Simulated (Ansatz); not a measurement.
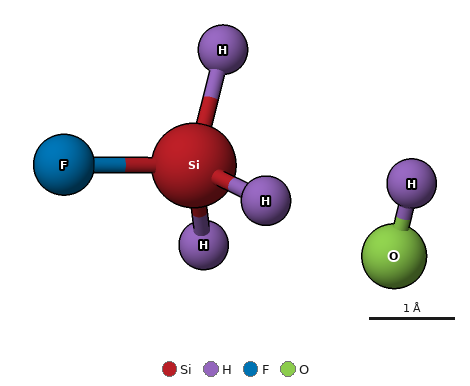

The input geometry (ball-and-stick view, seen at a tilt). Bond lengths as drawn: F–Si 1.61 Å, H–O 0.96 Å and H–Si 1.47 to 1.48 Å.

## SiH$_{4}$OF: geometry relaxation

SiH$_{4}$OF, multiplicity 2, computed with UHF/def2-SVP (Ansatz 0.2.0).

It belongs to a series of runs on one base structure; here: end point A relaxed.

The program's output
```
The last accepted step is kept in [file] (removed where the run ends without a failure and the disk answers)
Engine: ansatz 0.2.0, x86_64-unknown-linux-gnu
Functional definition: HF
  exchange = exact_x
  correlation = 0
665 factors; integrals over basis functions are off by at most 6.8e-4 eV
mean field evaluation 1: about -12652.7766 eV, gradient 3.2e1 eV
mean field evaluation 2: about -12652.7951 eV, gradient 3.2e1 eV
mean field evaluation 4: about -12661.3348 eV, gradient 6.8e0 eV
mean field evaluation 8: about -12661.8579 eV, gradient 3.2e-1 eV
mean field evaluation 16: about -12661.8600 eV, gradient 2.9e-5 eV
mean field evaluation 32: about -12661.8369 eV, gradient 4.8e-2 eV
mean field evaluation 64: about -12661.8147 eV, gradient 1.8e-2 eV
mean field evaluation 96: about -12658.4564 eV, gradient 2.7e1 eV
mean field -12661.86000811 eV, -465.3147727811 hartree, gradient 2.5e-7 eV, S^2 0.754945; 3 other end points of the search recorded, 0 dependent functions left out
the calculation of the forces begins
reference -12661.86000811 eV, -465.3147727811 hartree; 18, 17 occupied and 48, 49 virtual orbitals, 665 factors
relax step   1: F+E_penalty+E_count = -12661.86000811 eV  Δ(F+E_penalty+E_count) = +0.000e0 eV  max|allowed force component| = 2.419e-1 eV/Å  Δτ_max = 0.0000 Å  (220 SCF iters, accepted)
these checks for a lower state are left out or cut short: starts, cluster_reference, orbital_swaps, neighbouring_geometries, increment
665 factors; integrals over basis functions are off by at most 6.9e-4 eV
mean field evaluation 128: about -12661.8918 eV, gradient 6.4e-6 eV
mean field -12661.89177578 eV, -465.3159402216 hartree, gradient 9.2e-9 eV, S^2 0.754953; 0 other end points of the search recorded, 0 dependent functions left out
[... from here on the field's lines of each further geometry are left out, up to the last ...]
relax step   2: F+E_penalty+E_count = -12661.89177578 eV  Δ(F+E_penalty+E_count) = -3.177e-2 eV  max|allowed force component| = 9.549e-1 eV/Å  Δτ_max = 0.1954 Å  (115 SCF iters, accepted)
relax step   3: F+E_penalty+E_count = -12661.92299635 eV  Δ(F+E_penalty+E_count) = -3.122e-2 eV  max|allowed force component| = 7.972e-1 eV/Å  Δτ_max = 0.1983 Å  (148 SCF iters, accepted)
relax step   4: F+E_penalty+E_count = -12661.93586281 eV  Δ(F+E_penalty+E_count) = -1.287e-2 eV  max|allowed force component| = 6.218e-1 eV/Å  Δτ_max = 0.1951 Å  (100 SCF iters, accepted)
relax step   5: F+E_penalty+E_count = -12661.92336707 eV  Δ(F+E_penalty+E_count) = +1.250e-2 eV  max|allowed force component| = 1.074e0 eV/Å  Δτ_max = 0.1647 Å  (106 SCF iters, rejected (line search))
relax step   6: F+E_penalty+E_count = -12661.94032810 eV  Δ(F+E_penalty+E_count) = -4.465e-3 eV  max|allowed force component| = 4.211e-1 eV/Å  Δτ_max = 0.0807 Å  (100 SCF iters, accepted)
relax step   7: F+E_penalty+E_count = -12661.94558151 eV  Δ(F+E_penalty+E_count) = -5.253e-3 eV  max|allowed force component| = 3.072e-2 eV/Å  Δτ_max = 0.1000 Å  (98 SCF iters, accepted)
relax step   8: F+E_penalty+E_count = -12661.94851178 eV  Δ(F+E_penalty+E_count) = -2.930e-3 eV  max|allowed force component| = 7.129e-2 eV/Å  Δτ_max = 0.1367 Å  (100 SCF iters, accepted)
relax step   9: F+E_penalty+E_count = -12661.94743844 eV  Δ(F+E_penalty+E_count) = +1.073e-3 eV  max|allowed force component| = 3.934e-1 eV/Å  Δτ_max = 0.0743 Å  (98 SCF iters, rejected (line search))
relax step  10: F+E_penalty+E_count = -12661.94950618 eV  Δ(F+E_penalty+E_count) = -9.944e-4 eV  max|allowed force component| = 4.144e-2 eV/Å  Δτ_max = 0.0362 Å  (100 SCF iters, accepted)
relax step  11: F+E_penalty+E_count = -12661.95104166 eV  Δ(F+E_penalty+E_count) = -1.535e-3 eV  max|allowed force component| = 6.232e-3 eV/Å  Δτ_max = 0.0834 Å  (100 SCF iters, accepted)
relax step  12: F+E_penalty+E_count = -12661.88882197 eV  Δ(F+E_penalty+E_count) = +6.222e-2 eV  max|allowed force component| = 2.205e0 eV/Å  Δτ_max = 0.1464 Å  (108 SCF iters, rejected (line search))
relax step  13: F+E_penalty+E_count = -12661.94640735 eV  Δ(F+E_penalty+E_count) = +4.634e-3 eV  max|allowed force component| = 6.931e-1 eV/Å  Δτ_max = 0.0714 Å  (98 SCF iters, rejected (line search))
relax step  14: F+E_penalty+E_count = -12661.95146056 eV  Δ(F+E_penalty+E_count) = -4.189e-4 eV  max|allowed force component| = 8.895e-2 eV/Å  Δτ_max = 0.0349 Å  (65 SCF iters, accepted)
relax step  15: F+E_penalty+E_count = -12661.95228863 eV  Δ(F+E_penalty+E_count) = -8.281e-4 eV  max|allowed force component| = 4.423e-3 eV/Å  Δτ_max = 0.0591 Å  (99 SCF iters, accepted)
relax step  16: F+E_penalty+E_count = -12661.95111797 eV  Δ(F+E_penalty+E_count) = +1.171e-3 eV  max|allowed force component| = 3.961e-1 eV/Å  Δτ_max = 0.0552 Å  (96 SCF iters, rejected (line search))
relax step  17: F+E_penalty+E_count = -12661.95246216 eV  Δ(F+E_penalty+E_count) = -1.735e-4 eV  max|allowed force component| = 4.763e-2 eV/Å  Δτ_max = 0.0196 Å  (102 SCF iters, accepted)
relax step  18: F+E_penalty+E_count = -12661.95264908 eV  Δ(F+E_penalty+E_count) = -1.869e-4 eV  max|allowed force component| = 7.039e-3 eV/Å  Δτ_max = 0.0181 Å  (65 SCF iters, accepted)
relax step  19: F+E_penalty+E_count = -12661.94761336 eV  Δ(F+E_penalty+E_count) = +5.036e-3 eV  max|allowed force component| = 7.420e-1 eV/Å  Δτ_max = 0.0823 Å  (63 SCF iters, rejected (line search))
the calculation of the forces begins
reference -12661.95275067 eV, -465.3181810074 hartree; 18, 17 occupied and 48, 49 virtual orbitals, 666 factors
relax step  20: F+E_penalty+E_count = -12661.95275067 eV  Δ(F+E_penalty+E_count) = -1.016e-4 eV  max|allowed force component| = 6.395e-3 eV/Å  Δτ_max = 0.0127 Å  (101 SCF iters, accepted)
666 factors; integrals over basis functions are off by at most 7.1e-4 eV
mean field evaluation 448: about -12661.9343 eV, gradient 3.2e-1 eV
mean field evaluation 480: about -12661.9444 eV, gradient 2.0e-2 eV
mean field evaluation 512: about -12661.9360 eV, gradient 1.8e-2 eV
mean field evaluation 544: about -12649.4071 eV, gradient 2.0e1 eV
mean field evaluation 576: about -12652.8779 eV, gradient 3.4e0 eV
mean field evaluation 608: about -12651.7164 eV, gradient 2.9e0 eV
mean field evaluation 640: about -12661.9360 eV, gradient 1.3e-3 eV
```

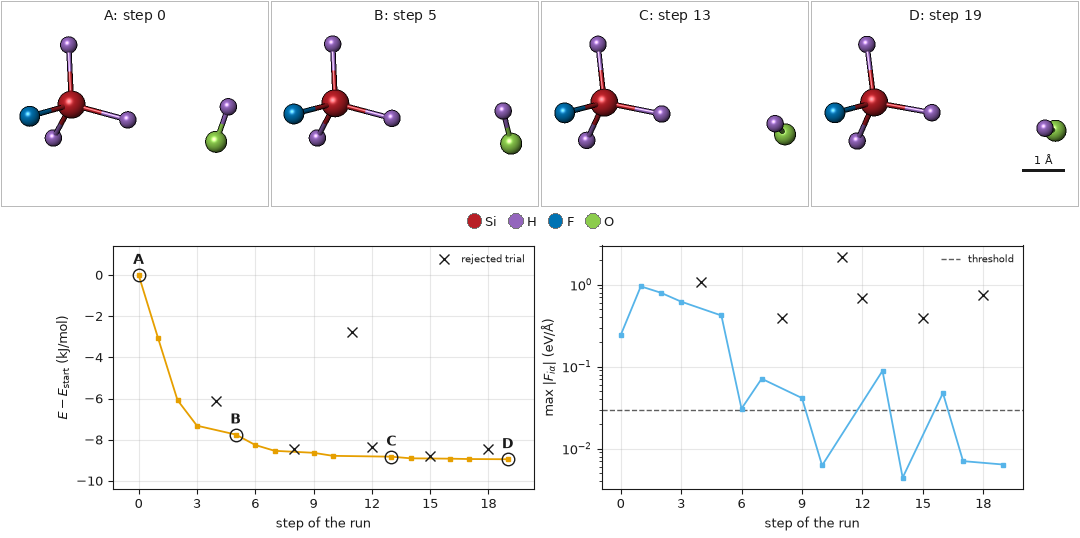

Frames of the relaxation (ball-and-stick view, seen at a tilt) above the curves, on which the letters mark them (the first geometry is step 0 here and step 1 in the log).

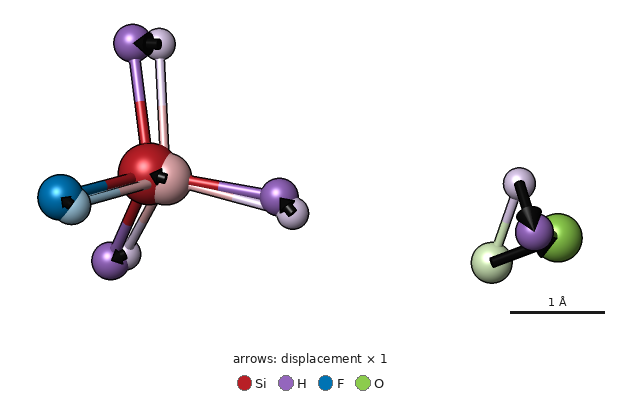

Start (faint) and end (solid) with the displacements as black arrows, at true length (ball-and-stick view, seen at a tilt). The two geometries are laid on each other by the best rigid fit. The largest move after the best rigid fit is that of O6, 0.78 Å. Largest moves by element: O 0.78 Å, H 0.67 Å, Si 0.19 Å, F 0.14 Å. Distances before and after: Si1–H2 1.466 → 1.473 Å. Over 19 geometry steps the energy falls by 8.95 kJ/mol. Largest force component: 0.24 eV/Å at the start, 0.0064 eV/Å at the end. The line search rejected the trial steps at points 4, 8, 11, 12, 15, 18 (counted from 0) and went back. (Atoms are counted from 1 in the order of the input.)

```
mean field -12661.95275067 eV, -465.3181810074 hartree, gradient 1.6e-8 eV, S^2 0.754763; 4 other end points of the search recorded, 0 dependent functions left out
the calculation of the forces begins
reference -12661.95275067 eV, -465.3181810074 hartree; 18, 17 occupied and 48, 49 virtual orbitals, 666 factors
Total energy: -12661.95275067 eV, -465.3181810074 hartree
Atom 0 at    -0.011022     0.010162    -0.304813 Å, force    -0.002917    -0.001686     0.001027 eV/Å
Atom 1 at    -0.032590    -0.121775     1.161777 Å, force    -0.000377    -0.001016    -0.000564 eV/Å
Atom 2 at     1.518350    -0.132024    -0.796612 Å, force     0.001822    -0.000596    -0.000694 eV/Å
Atom 3 at    -0.507636     1.333900    -0.720625 Å, force     0.000940     0.000743     0.000316 eV/Å
Atom 4 at    -0.797991    -1.063855    -0.937702 Å, force     0.000198     0.001830    -0.000149 eV/Å
Atom 5 at    -0.717854    -0.222392     4.099675 Å, force     0.004641    -0.005670    -0.000746 eV/Å
Atom 6 at     0.158344    -0.605116     4.083501 Å, force    -0.004307     0.006395     0.000810 eV/Å
Dipole moment:     0.008279    -0.118483     0.123659 e Å
```

Trajectory as extended XYZ (Å, eV, eV/Å), 14 of the 20 frames kept, from step=1 to step=20
```
7
Properties=species:S:1:pos:R:3:forces:R:3 step=1 energy=-12661.86001
Si   -0.0064    0.0169   -0.1131   -0.0623   0.0044  -0.1636
H     0.0167   -0.0041    1.3522    0.0641  -0.0110  -0.0942
F     1.5079   -0.0362   -0.6599    0.0452  -0.0054   0.0078
H    -0.6325    1.2547   -0.6108   -0.0037  -0.0009   0.0009
H    -0.7158   -1.1677   -0.6342   -0.0086   0.0071  -0.0036
O    -0.2464    0.0392    3.5543   -0.0500   0.0205   0.2419
H    -0.3139   -0.9039    3.6966    0.0153  -0.0148   0.0109
7
Properties=species:S:1:pos:R:3:forces:R:3 step=2 energy=-12661.89178
Si   -0.0038    0.0175   -0.1609   -0.0102  -0.0002  -0.0837
H     0.0297   -0.0062    1.3045    0.0236  -0.0059   0.0426
F     1.5133   -0.0403   -0.7003    0.0010  -0.0002  -0.0235
H    -0.6281    1.2607   -0.6459    0.0044  -0.0126  -0.0241
H    -0.7185   -1.1676   -0.6720   -0.0020   0.0201  -0.0264
O    -0.2867    0.0540    3.7449   -0.0397  -0.9549   0.0614
H    -0.2962   -0.9192    3.7148    0.0230   0.9536   0.0537
7
Properties=species:S:1:pos:R:3:forces:R:3 step=4 energy=-12661.93586
Si    0.0079    0.0230   -0.2565   -0.0365  -0.0151  -0.1240
H     0.0485   -0.0043    1.2121    0.0103  -0.0019   0.0544
F     1.5186   -0.0488   -0.8129    0.0188   0.0045   0.0194
H    -0.6089    1.2680   -0.7466    0.0083   0.0121   0.0159
H    -0.7217   -1.1496   -0.7760   -0.0025   0.0006   0.0145
O    -0.3884    0.0134    4.1216    0.0841  -0.6218  -0.1821
H    -0.2465   -0.9028    3.8435   -0.0825   0.6216   0.2019
7
Properties=species:S:1:pos:R:3:forces:R:3 step=5 energy=-12661.92337 accepted=F
Si   -0.0105    0.0207   -0.3125    0.3920   0.0819   1.0739
H    -0.0072   -0.0241    1.1928   -0.0336   0.0069  -0.5926
F     1.5285   -0.0705   -0.7905   -0.1151  -0.0098  -0.0854
H    -0.5714    1.2951   -0.7638   -0.0907   0.1062  -0.1738
H    -0.7366   -1.1344   -0.8289   -0.1540  -0.1887  -0.2313
O    -0.4814   -0.0224    4.1574   -0.1979   0.4218   0.1220
H    -0.1119   -0.8654    3.9308    0.1993  -0.4183  -0.1128
7
Properties=species:S:1:pos:R:3:forces:R:3 step=7 energy=-12661.94558
Si   -0.0002    0.0206   -0.2790   -0.0016  -0.0009   0.0186
H     0.0157   -0.0334    1.1940   -0.0015  -0.0002  -0.0295
F     1.5214   -0.0745   -0.8028    0.0008  -0.0016   0.0030
H    -0.5761    1.2908   -0.7537    0.0033   0.0035   0.0035
H    -0.7460   -1.1262   -0.8294   -0.0032  -0.0016  -0.0045
O    -0.5144   -0.0243    4.1368    0.0040  -0.0298  -0.0073
H    -0.0909   -0.8540    3.9192   -0.0018   0.0307   0.0162
7
Properties=species:S:1:pos:R:3:forces:R:3 step=8 energy=-12661.94851
Si   -0.0053    0.0176   -0.2994   -0.0226   0.0024   0.0471
H    -0.0037   -0.0613    1.1708   -0.0116  -0.0124   0.0174
F     1.5209   -0.0907   -0.8037    0.0442  -0.0042  -0.0317
H    -0.5532    1.3089   -0.7493   -0.0074  -0.0065  -0.0228
H    -0.7603   -1.1096   -0.8777   -0.0047   0.0193  -0.0111
O    -0.5930   -0.0678    4.1445   -0.0685   0.0713   0.0109
H     0.0042   -0.7981    3.9999    0.0706  -0.0698  -0.0098
7
Properties=species:S:1:pos:R:3:forces:R:3 step=10 energy=-12661.94951
Si   -0.0055    0.0169   -0.2982   -0.0276  -0.0029  -0.0024
H    -0.0115   -0.0735    1.1721   -0.0021  -0.0004  -0.0058
F     1.5219   -0.0951   -0.8010    0.0210  -0.0020  -0.0036
H    -0.5486    1.3097   -0.7503    0.0056   0.0066   0.0075
H    -0.7655   -1.0991   -0.8909    0.0012  -0.0025   0.0031
O    -0.6119   -0.0807    4.1377    0.0271  -0.0402  -0.0101
H     0.0308   -0.7793    4.0158   -0.0252   0.0414   0.0113
7
Properties=species:S:1:pos:R:3:forces:R:3 step=11 energy=-12661.95104
Si   -0.0082    0.0142   -0.2996   -0.0002  -0.0008  -0.0032
H    -0.0193   -0.0925    1.1691   -0.0016  -0.0019   0.0013
F     1.5205   -0.1080   -0.7984    0.0003  -0.0013   0.0000
H    -0.5338    1.3195   -0.7367    0.0015   0.0011   0.0015
H    -0.7776   -1.0870   -0.9073   -0.0009   0.0017  -0.0013
O    -0.6575   -0.1250    4.1157   -0.0038  -0.0050  -0.0014
H     0.0855   -0.7223    4.0425    0.0048   0.0062   0.0031
7
Properties=species:S:1:pos:R:3:forces:R:3 step=13 energy=-12661.94641 accepted=F
Si   -0.0061    0.0177   -0.3048   -0.0467  -0.0161   0.0384
H    -0.0078   -0.0757    1.1647   -0.0045  -0.0035   0.0098
F     1.5168   -0.1243   -0.8104    0.0570   0.0021  -0.0270
H    -0.5231    1.3242   -0.7463   -0.0001   0.0137  -0.0133
H    -0.7892   -1.0819   -0.8968   -0.0068   0.0023  -0.0070
O    -0.6931   -0.1869    4.1157   -0.6919   0.4134   0.0425
H     0.1121   -0.6743    4.0630    0.6931  -0.4120  -0.0433
7
Properties=species:S:1:pos:R:3:forces:R:3 step=14 energy=-12661.95146
Si   -0.0082    0.0144   -0.3017   -0.0102  -0.0039   0.0054
H    -0.0187   -0.0933    1.1669   -0.0022  -0.0022   0.0044
F     1.5194   -0.1153   -0.8009    0.0123  -0.0001  -0.0059
H    -0.5275    1.3229   -0.7365    0.0014   0.0034  -0.0019
H    -0.7833   -1.0824   -0.9098   -0.0023   0.0016  -0.0027
O    -0.6772   -0.1519    4.1139   -0.0880   0.0545   0.0048
H     0.1050   -0.6954    4.0532    0.0890  -0.0533  -0.0041
7
Properties=species:S:1:pos:R:3:forces:R:3 step=16 energy=-12661.95112 accepted=F
Si   -0.0099    0.0122   -0.3038   -0.0113  -0.0083   0.0032
H    -0.0269   -0.1113    1.1637    0.0008   0.0016  -0.0032
F     1.5173   -0.1358   -0.8001    0.0069   0.0016  -0.0015
H    -0.5066    1.3337   -0.7265    0.0033   0.0034   0.0017
H    -0.8008   -1.0644   -0.9273   -0.0002   0.0008  -0.0006
O    -0.7269   -0.2333    4.0954    0.3961  -0.1675  -0.0056
H     0.1634   -0.6023    4.0839   -0.3958   0.1682   0.0059
7
Properties=species:S:1:pos:R:3:forces:R:3 step=17 energy=-12661.95246
Si   -0.0101    0.0117   -0.3035   -0.0022  -0.0020   0.0027
H    -0.0277   -0.1115    1.1639   -0.0001  -0.0008  -0.0011
F     1.5185   -0.1278   -0.7984    0.0015  -0.0003  -0.0005
H    -0.5131    1.3308   -0.7263    0.0013   0.0009   0.0002
H    -0.7943   -1.0695   -0.9273   -0.0009   0.0013  -0.0016
O    -0.7087   -0.2034    4.1021   -0.0472   0.0192   0.0007
H     0.1449   -0.6314    4.0747    0.0476  -0.0183  -0.0003
7
Properties=species:S:1:pos:R:3:forces:R:3 step=19 energy=-12661.94761 accepted=F
Si   -0.0119    0.0091   -0.3057   -0.0072  -0.0059  -0.0021
H    -0.0363   -0.1305    1.1601   -0.0005   0.0005  -0.0024
F     1.5167   -0.1453   -0.7964    0.0024   0.0007  -0.0006
H    -0.4946    1.3402   -0.7149    0.0021  -0.0008   0.0018
H    -0.8089   -1.0532   -0.9463    0.0031   0.0051   0.0034
O    -0.7441   -0.2772    4.0896    0.7420  -0.2142   0.0071
H     0.1887   -0.5443    4.0988   -0.7419   0.2146  -0.0072
7
Properties=species:S:1:pos:R:3:forces:R:3 step=20 energy=-12661.95275
Si   -0.0110    0.0102   -0.3048   -0.0029  -0.0017   0.0010
H    -0.0326   -0.1218    1.1618   -0.0004  -0.0010  -0.0006
F     1.5184   -0.1320   -0.7966    0.0018  -0.0006  -0.0007
H    -0.5076    1.3339   -0.7206    0.0009   0.0007   0.0003
H    -0.7980   -1.0639   -0.9377    0.0002   0.0018  -0.0001
O    -0.7179   -0.2224    4.0997    0.0046  -0.0057  -0.0007
H     0.1583   -0.6051    4.0835   -0.0043   0.0064   0.0008
```

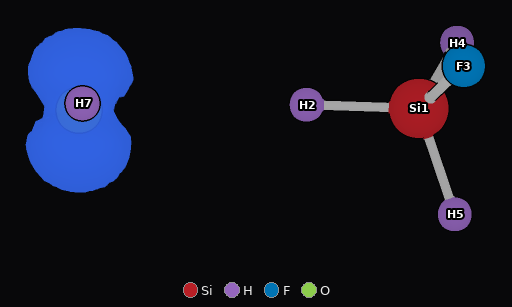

Isosurfaces of the spin density at +0.08 (blue) and −0.08 e/Å³ (red), seen from the side. The unpaired spin (1 electron) lies mostly on O6 (about 1.0), in electrons by Hirshfeld's partition.

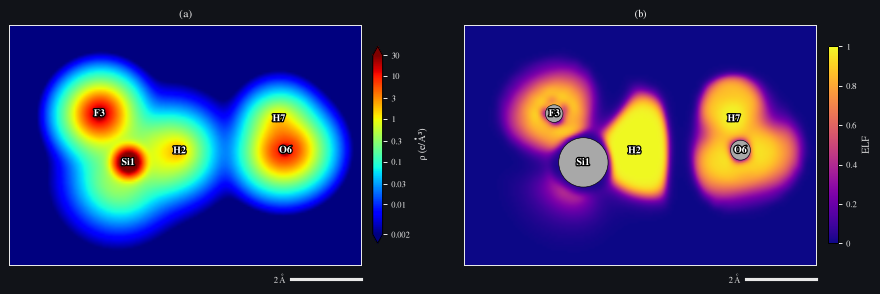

(a) total electron density; (b) electron localisation function on the plane of atoms H2, Si1 and F3. Grey discs, where drawn, cover atomic cores. Atoms in the plane: Si, H, F and O. Si–F (1.61 Å): ρ at the midpoint is about 1 e/Å³; the ELF peaks at about 0.90 between the atoms. Si–H (1.47 Å): ρ is about 0.81 e/Å³ halfway; the ELF climbs to about 1 towards the hydrogen.

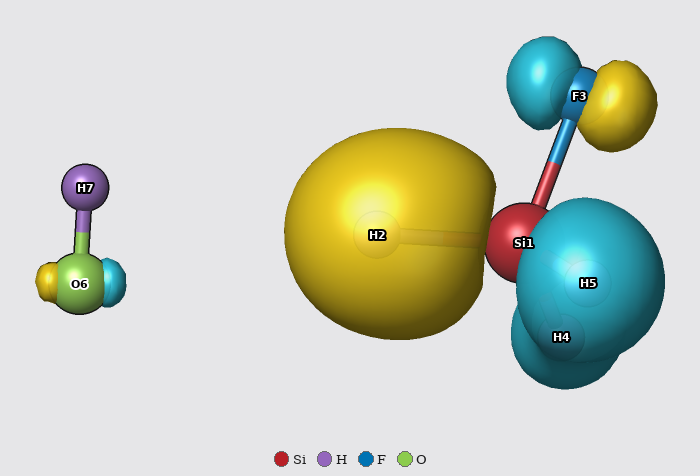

One frontier orbital at ±0.15 Å⁻³ᐟ² (yellow and cyan are the two phases), seen face on. The HOMO (α), at −13.36 eV. Its weight (Hirshfeld) is mainly on Si1 (40 %), H2 (35 %) and H5 (10 %).

The run was set up as follows.

Input file
```yaml
crystal:
  periodic: [false, false, false]
  atoms:
    - { symbol: Si, position_ang: [-0.006432, 0.016935, -0.113085] }
    - { symbol: H, position_ang: [0.016717, -0.004053, 1.352212] }
    - { symbol: F, position_ang: [1.507941, -0.036234, -0.659864] }
    - { symbol: H, position_ang: [-0.632482, 1.254742, -0.610795] }
    - { symbol: H, position_ang: [-0.715839, -1.167722, -0.634162] }
    - { symbol: O, position_ang: [-0.246424, 0.039174, 3.554273] }
    - { symbol: H, position_ang: [-0.31388, -0.903942, 3.696621] }
magnetization:
  spin_polarized: true
  initial_magnetization: 1
basis:
  gaussian: { orbitals: def2-SVP }
hamiltonian:
  xc: hf
relax:
  f_tol: 0.03
  max_steps: 50
output:
  orbitals: {}
```

Run as:
```bash
ansatz run input.yaml --threads 1 --pin off --max-ram 2048MiB --backend cpu --events-out ev --progress --plain --runs-dir out
```

Key numbers

| quantity | value |
| --- | --- |
| outcome | converged |
| total energy | −12661.9528 eV |
| mean-field energy | −12661.9528 eV |
| ⟨S²⟩ | 0.755 |
| largest force (length of the vector) at the end | 0.008 eV/Å |
| hardware | 1 thread of Intel Xeon (Granite Rapids), 32 GiB of memory available, shared host |
| wall time | 20 s |
| peak memory | 0.16 GiB |
